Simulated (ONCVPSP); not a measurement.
Run report: Lu, pseudopotential generation

Lutetium (Lu, Z = 71), core [Kr] 4d10, reference valence 4f14 5s2 5p6 5d1 6s2, valence charge 25. Computed at this level: ONCV potential, PBE, scalar-relativistic, made with ONCVPSP 4.0.1.

## Input
```
# ATOM AND REFERENCE CONFIGURATION
# atsym  z   nc   nv     iexc    psfile
  Lu 71.00    9    5        4      upf
#
#   n    l    f
    1    0    2.00
    2    0    2.00
    2    1    6.00
    3    0    2.00
    3    1    6.00
    3    2   10.00
    4    0    2.00
    4    1    6.00
    4    2   10.00
    4    3   14.00
    5    0    2.00
    5    1    6.00
    5    2    1.00
    6    0    2.00
#
# PSEUDOPOTENTIAL AND OPTIMIZATION
# lmax
    3
#
#   l,   rc,      ep,       ncon, nbas, qcut
    0    1.75    0.00    4    7    7.20
    1    1.85    0.00    4    7    8.00
    2    3.00    0.00    4    8    5.90
    3    0.65    0.00    5    9   22.10
#
# LOCAL POTENTIAL
# lloc, lpopt,  rc(5),   dvloc0
    3    5    0.65    0.00
#
# VANDERBILT-KLEINMAN-BYLANDER PROJECTORs
# l, nproj, debl
    0    2    3.40
    1    2    1.30
    2    2    2.70
    3    0    3.00
#
# MODEL CORE CHARGE
# icmod, fcfact, rcfact
    0    0.00    0.00
#
# LOG DERIVATIVE ANALYSIS
# epsh1, epsh2, depsh
   -4.00    5.00    0.02
#
# OUTPUT GRID
# rlmax, drl
    6.00    0.01
#
# TEST CONFIGURATIONS
# ncnf
    4
# nvcnf
#   n    l    f
    5
    4    3   14.00
    5    0    2.00
    5    1    6.00
    5    2    1.00
    6    0    1.00
#
    5
    4    3   14.00
    5    0    2.00
    5    1    6.00
    5    2    1.00
    6    0    0.00
#
    5
    4    3   14.00
    5    0    2.00
    5    1    6.00
    5    2    0.00
    6    0    0.00
#
    5
    4    3   14.00
    5    0    1.00
    5    1    6.00
    5    2    1.00
    6    0    2.00
#
```

Hardware: 1 CPU thread, shared host.

Run as:
```bash
oncvpsp.x < Lu.dat > Lu.out
```

## Output (extracts)
```
ONCVPSP  (Optimized Norm-Conservinng Vanderbilt PSeudopotential)
scalar-relativistic version 4.0.1

#   n    l    f        energy (Ha)
    1    0    2.00    -2.3242682E+03
    2    0    2.00    -3.9564222E+02
    2    1    6.00    -3.4802735E+02
    3    0    2.00    -8.9661796E+01
    3    1    6.00    -7.5375776E+01
    3    2   10.00    -5.8237787E+01
    4    0    2.00    -1.7849423E+01
    4    1    6.00    -1.3162819E+01
    4    2   10.00    -7.0527453E+00
    4    3   14.00    -3.5366993E-01
    5    0    2.00    -2.2438844E+00
    5    1    6.00    -1.1635432E+00
    5    2    1.00    -6.4294425E-02
    6    0    2.00    -1.7122821E-01

Reference configufation results
  iterations    40
  all-electron total energy (Ha)   -1.45633443D+04

Begin loop to  construct optimized pseudo wave functions
and semi-local pseudopoentials for all angular momenta

Calculating optimized projector #   1

 for l=   0

    Fraction of norm inside rc  0.918476
    Optimizing pswf for qcut=   7.19 a_B^-1,  ecut=  25.87 Ha
    Residual kinetic energy error=  2.40D-06 Ha

    Energy error per electron        Cutoff
         Ha          eV             Ha
         0.01000     0.27211       14.30
         0.00100     0.02721       18.49
         0.00010     0.00272       21.65
         0.00001     0.00027       24.13

Calculating optimized projector #   2

 for l=   0

    Fraction of norm inside rc  0.042893
    Optimizing pswf for qcut=   7.19 a_B^-1,  ecut=  25.87 Ha
    Residual kinetic energy error=  1.90D-06 Ha

    Energy error per electron        Cutoff
         Ha          eV             Ha
         0.01000     0.27211       10.57
         0.00100     0.02721       16.34
         0.00010     0.00272       20.55
         0.00001     0.00027       23.69

   Wellstate for l =  1  n =  6
     eigenvalue =   0.1365
     asymptotic potential =   0.6365
     half-point radius =  4.7939

Calculating optimized projector #   1

 for l=   1

    Fraction of norm inside rc  0.837622
    Optimizing pswf for qcut=   7.99 a_B^-1,  ecut=  31.93 Ha
    Residual kinetic energy error=  1.54D-07 Ha

    Energy error per electron        Cutoff
         Ha          eV             Ha
         0.01000     0.27211        7.65
         0.00100     0.02721       18.34
         0.00010     0.00272       22.97
         0.00001     0.00027       26.39

Calculating optimized projector #   2

 for l=   1

    Fraction of norm inside rc  0.069920
    Optimizing pswf for qcut=   7.99 a_B^-1,  ecut=  31.93 Ha
    Residual kinetic energy error=  1.33D-07 Ha

    Energy error per electron        Cutoff
         Ha          eV             Ha
         0.01000     0.27211        5.91
         0.00100     0.02721       15.84
         0.00010     0.00272       21.97
         0.00001     0.00027       26.18

   Wellstate for l =  2  n =  8
     eigenvalue =   2.6357
     asymptotic potential =   3.1357
     half-point radius =  4.9384

Calculating optimized projector #   1

 for l=   2

    Fraction of norm inside rc  0.614860
    Optimizing pswf for qcut=   5.90 a_B^-1,  ecut=  17.41 Ha
    Residual kinetic energy error=  3.44D-09 Ha

    Energy error per electron        Cutoff
         Ha          eV             Ha
         0.01000     0.27211        6.79
         0.00100     0.02721        9.30
         0.00010     0.00272       11.37
         0.00001     0.00027       13.14

Calculating optimized projector #   2

 for l=   2

    Fraction of norm inside rc  0.221499
    Optimizing pswf for qcut=   5.90 a_B^-1,  ecut=  17.41 Ha
    Residual kinetic energy error=  9.10D-08 Ha

    Energy error per electron        Cutoff
         Ha          eV             Ha
         0.01000     0.27211        9.58
         0.00100     0.02721       11.67
         0.00010     0.00272       13.22
         0.00001     0.00027       14.49

Calculating optimized projector #   1

 for l=   3

    Fraction of norm inside rc  0.535369
    Optimizing pswf for qcut=  22.12 a_B^-1,  ecut= 244.73 Ha
    Residual kinetic energy error=  3.89D-03 Ha

    Energy error per electron        Cutoff
         Ha          eV             Ha
         0.01000     0.27211      227.81
         0.00100     0.02721      485.15
         0.00010     0.00272      776.48
         0.00001     0.00027      876.35

Construct Vanderbilt / Kleinmman-Bylander projectors

B matrix Hermiticity error, ll=   0
   1   2    2.1193E-04

  Orthonormal projector coefficients  3.7971E+01  3.6397E+00

B matrix Hermiticity error, ll=   1
   1   2    1.3243E-04

  Orthonormal projector coefficients  2.6879E+01  1.1534E+00

B matrix Hermiticity error, ll=   2
   1   2    1.0305E-04

  Orthonormal projector coefficients  7.1531E+00 -3.3466E+00

Pseudoatom total energy -272.572226

Diagnostic tests using Vanderbilt-Kleinman-Bylander pseudopotentials
  1 or more projectors used as specified by nproj input data

   l    rcore       rmatch      e in        delta e   norm test  slope test

   0   1.7527405   1.8059575  -2.2438844  -0.0000039   1.0001330   1.0001284
   0   1.7527405   1.8059575  -0.1712282   0.0000116   1.0001086   1.0000015

   1   1.8607902   1.9172879  -1.1635432  -0.0000023   1.0001201   1.0001291
   1   1.8607902   1.9172879   0.1364568   0.0000066   1.0002859   1.0002859

   2   3.0028655   3.0940390  -0.0642944  -0.0000001   1.0000166   1.0000153
   2   3.0028655   3.0940390   2.6357056  -0.0000005   1.0000368   1.0000368

   3   0.6532069   0.6730397  -0.3536699   0.0004606   1.0000645   0.9997419

 Testing for bound ghosts
   n   l    E NL Schr. Eq   E Basis Diag.   E Cutoff

       0                      -53.565903     61.84  WARNING - GHOST(-)
   1   0       -2.243888       -2.241726     61.84
       0                       -0.239166     61.84  WARNING - GHOST(-)
   2   0       -0.171217       -0.099896     61.84

       1                      -33.520248     64.48  WARNING - GHOST(-)
   2   1       -1.163545       -1.161794     64.48

       2                      -21.225083     38.17  WARNING - GHOST(-)
   3   2       -0.064295       -0.062635     38.17

 Testing for highly-localized positive-energy ghosts
       l    <radius>/rc     E Basis Diag.   E Cutoff

Test configuration 0

   n   l     f        eae           eps        diff
   1   0  2.0000-2324.26820613
   2   0  2.0000 -395.64221708
   2   1  6.0000 -348.02734846
   3   0  2.0000  -89.66179606
   3   1  6.0000  -75.37577554
   3   2 10.0000  -58.23778677
   4   0  2.0000  -17.84942303
   4   1  6.0000  -13.16281919
   4   2 10.0000   -7.05274527
   4   3 14.0000   -0.35366993   -0.35320938    4.61D-04
   5   0  2.0000   -2.24388440   -2.24388830   -3.90D-06
   5   1  6.0000   -1.16354316   -1.16354545   -2.30D-06
   5   2  1.0000   -0.06429442   -0.06429455   -1.24D-07
   6   0  2.0000   -0.17122821   -0.17121660    1.16D-05

    Total energies and differences
      AE_ref= -1.45633443D+04  AE_tst= -1.45633443D+04  dif=  0.00D+00
      PS_ref= -2.72572226D+02  PS_tst= -2.72572226D+02  dif=  3.41D-13
      PSP excitation error= -3.41D-13

Test configuration 1

   n   l     f        eae           eps        diff
   1   0  2.0000-2324.51635311
   2   0  2.0000 -395.88900639
   2   1  6.0000 -348.27421229
   3   0  2.0000  -89.90819034
   3   1  6.0000  -75.62217856
   3   2 10.0000  -58.48417305
   4   0  2.0000  -18.09594391
   4   1  6.0000  -13.40936529
   4   2 10.0000   -7.29926503
   4   3 14.0000   -0.60010037   -0.60023891   -1.39D-04
   5   0  2.0000   -2.49061525   -2.49084881   -2.34D-04
   5   1  6.0000   -1.41031480   -1.41041793   -1.03D-04
   5   2  1.0000   -0.28920603   -0.28922374   -1.77D-05
   6   0  1.0000   -0.37522948   -0.37521699    1.25D-05

    Total energies and differences
      AE_ref= -1.45633443D+04  AE_tst= -1.45630736D+04  dif=  2.71D-01
      PS_ref= -2.72572226D+02  PS_tst= -2.72301461D+02  dif=  2.71D-01
      PSP excitation error= -5.60D-05

Test configuration 2

   n   l     f        eae           eps        diff
   1   0  2.0000-2324.81237825
   2   0  2.0000 -396.18303970
   2   1  6.0000 -348.56837581
   3   0  2.0000  -90.20111884
   3   1  6.0000  -75.91512588
   3   2 10.0000  -58.77716856
   4   0  2.0000  -18.38923957
   4   1  6.0000  -13.70277486
   4   2 10.0000   -7.59274822
   4   3 14.0000   -0.89339711   -0.89412030   -7.23D-04
   5   0  2.0000   -2.78461510   -2.78508827   -4.73D-04
   5   1  6.0000   -1.70270275   -1.70294229   -2.40D-04
   5   2  1.0000   -0.55354634   -0.55357082   -2.45D-05

    Total energies and differences
      AE_ref= -1.45633443D+04  AE_tst= -1.45625856D+04  dif=  7.59D-01
      PS_ref= -2.72572226D+02  PS_tst= -2.71813310D+02  dif=  7.59D-01
      PSP excitation error= -2.13D-04

Test configuration 3

psatom: WARNING lschvkbb convergence error n,l,iter=   3   2   3
ea(ii),et,emin,emax -6.429455E-02 -7.072400E-02 -7.072400E-02 -7.072400E-02
run_config: WARNING for fully non-local PS atom, stg. 1
 WARNING no output for configuration 4

Test configuration 4

   n   l     f        eae           eps        diff
   1   0  2.0000-2324.78657170
   2   0  2.0000 -396.14175654
   2   1  6.0000 -348.52844527
   3   0  2.0000  -90.14562336
   3   1  6.0000  -75.85987393
   3   2 10.0000  -58.72297422
   4   0  2.0000  -18.34035357
   4   1  6.0000  -13.65563770
   4   2 10.0000   -7.54677645
   4   3 14.0000   -0.83902393   -0.84242190   -3.40D-03
   5   0  1.0000   -2.70637987   -2.70915303   -2.77D-03
   5   1  6.0000   -1.59953645   -1.60173288   -2.20D-03
   5   2  1.0000   -0.39558213   -0.39439738    1.18D-03
   6   0  2.0000   -0.42985253   -0.43002699   -1.74D-04

    Total energies and differences
      AE_ref= -1.45633443D+04  AE_tst= -1.45608797D+04  dif=  2.46D+00
      PS_ref= -2.72572226D+02  PS_tst= -2.70104363D+02  dif=  2.47D+00
      PSP excitation error= -3.23D-03
```

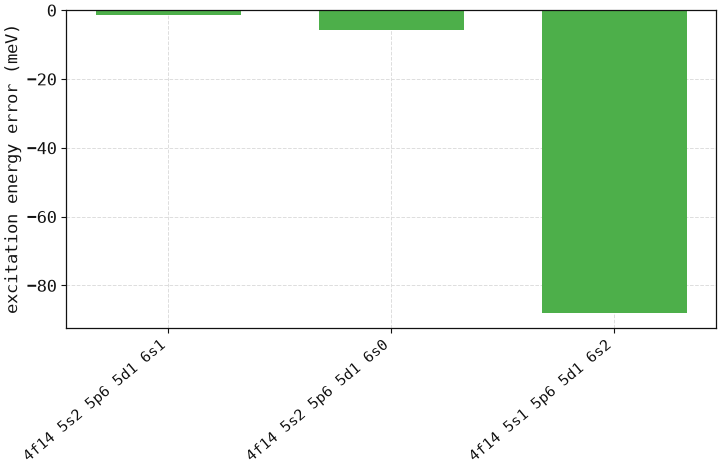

Figure 1. Errors, all-electron minus pseudo, of the energies of valence configurations relative to the unpolarised reference 4f14 5s2 5p6 5d1 6s2. Not all tests gave a result: 1 of 4 tests not solved.

- Worst configuration: 4f14 5s1 5p6 5d1 6s2 (charge +1): the error is -88 meV on an all-electron energy of +67.07 eV relative to the reference, or 0.13 %.
- Errors in meV: 4f14 5s2 5p6 5d1 6s1: -1.5; 4f14 5s2 5p6 5d1 6s0: -5.8; 4f14 5s1 5p6 5d1 6s2: -88.
- Configurations within 10 meV and within 50 meV: 2 and 2 of 3. The potential isn't sound: its ghost test gives GHOST(-) flagged for s at -1457.6 eV, s at -6.5 eV, p at -912.1 eV, d at -577.6 eV; no localised positive-energy state flagged.

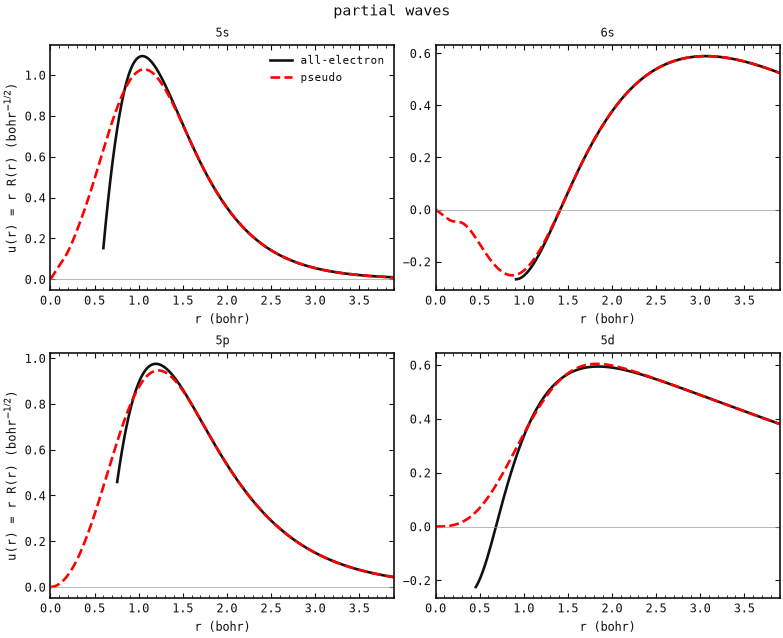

Figure 2. All-electron valence functions (solid) with their pseudo partners (dashed). The innermost oscillations of some all-electron curves aren't drawn. Reference configuration 4f14 5s2 5p6 5d1 6s2.

- Matching radii: 5s at 1.75 bohr; 6s at 1.75 bohr; 5p at 1.85 bohr; 5d at 3.00 bohr. The curves merge smoothly, so the plot gives these only roughly.
- Nodes of the pseudo-waves: 5s has no node; 6s has a node at about 1.4 bohr; 5p has no node; 5d has no node. A node in 6s is expected, since a lower shell of the same l is also in the valence and the two must stay orthogonal.

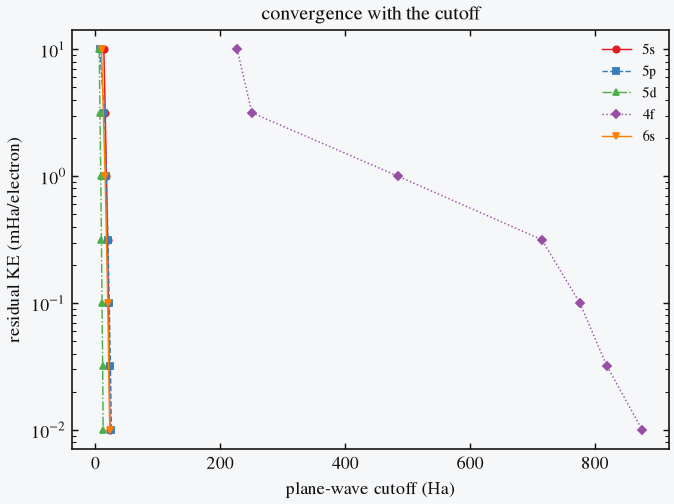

Figure 3. Residual kinetic energy of the pseudo-waves (the first of each channel, and further valence shells) beyond the plane-wave cutoff, as the generator prints it.

- Hardest wave at 1 mHa per electron: 4f, with rc = 0.65 bohr and qcut = 22.1 1/bohr. The optimisation minimises, but can't always remove, the kinetic energy above qcut²/2 = 244.2 Ha, and a larger rc would as a rule soften the wave at some cost in transferability.
- Cutoffs for 1 mHa per electron: 4f: 485 Ha; 5s: 18 Ha; 5p: 18 Ha; 6s: 16 Ha; 5d: 9.3 Ha.
- Cutoffs for the occupied states: 485 Ha for 1 mHa and 776 Ha for 0.1 mHa per electron. The first is set by 4f.

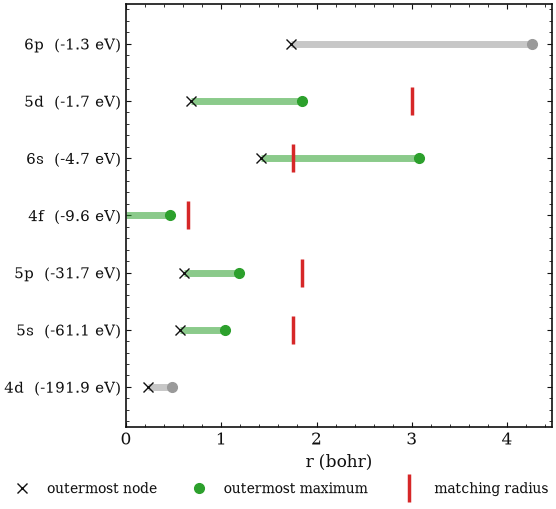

Figure 4. Outer shells of the all-electron reference atom: each bar runs from the outermost node (or the nucleus) to the outermost maximum of u(r); the tick is the radius chosen for the pseudo-wave. Shells without a tick have no pseudo-wave of their own. Levels, nodes and maxima are from ld1.x, scalar-relativistic.

- Radii against the shells: 5s: 1.75 bohr, outside the maximum; 5p: 1.85 bohr, outside the maximum; 4f: 0.65 bohr, outside the maximum; 6s: 1.75 bohr, between node and maximum; 5d: 3.00 bohr, outside the maximum.

## Key numbers

- outcome: generated, with a ghost state
- cutoffs needed: 485 Ha and 776 Ha (the cutoffs at which the residual kinetic energy of the hardest occupied pseudo-wave falls to 1 and 0.1 mHa per electron)
- ghost test: GHOST(-) flagged for s at -1457.6 eV, s at -6.5 eV, p at -912.1 eV, d at -577.6 eV; no localised positive-energy state flagged
- configuration tests: 1 of 4 tests not solved
- largest excitation error among the tests solved: -88 meV (all-electron minus pseudo) for 4f14 5s1 5p6 5d1 6s2
- range over which the phases arctan(r R′/R) at the test radius agree within 0.05 rad (a looser test near the poles than one of phase shifts): p: over the whole range computed; d: up to about 4.0 Ha; f: over the whole range computed; s: not judged, the stored energies step over a narrow level
- wall time: 6 s

## Remarks

The potential has a bound ghost state, so it can't be used as it stands. Warnings of the program, in the generation or the tests: psatom: WARNING lschvkbb convergence error n,l,iter= 3 2 3.
